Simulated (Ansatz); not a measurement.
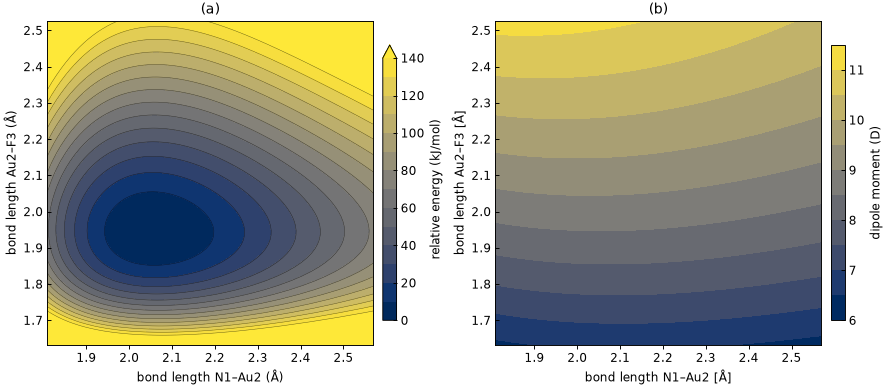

AuFH3N, SMILES [NH3+][Au-][F]. First axis: bond length N1–Au2. Second axis: bond length Au2–F3. Nothing is relaxed (all other coordinates rigid). The grid has 15 × 15 points. Points are written as (first, second). Energies: kJ/mol, counted from the relaxed molecule at the same level. Level of theory: RKS PBE-D4/def2-TZVP (Ansatz 0.2.0).

Panel (a) is the energy; panel (b) is the computed dipole moment, in D.

Drawn: filled contours, one colour for all values above the top of the scale. Between grid points the surface is interpolated.

How does the dipole moment vary over the map, and what is it at the lowest grid point?

Answer. Leaving out the highest fifth of the energies, it runs from 6.90 D at (2.406 Å, 1.697 Å) to 11.11 D at (2.026 Å, 2.527 Å). At the lowest grid point, (2.080 Å, 1.952 Å), it is 8.52 D.
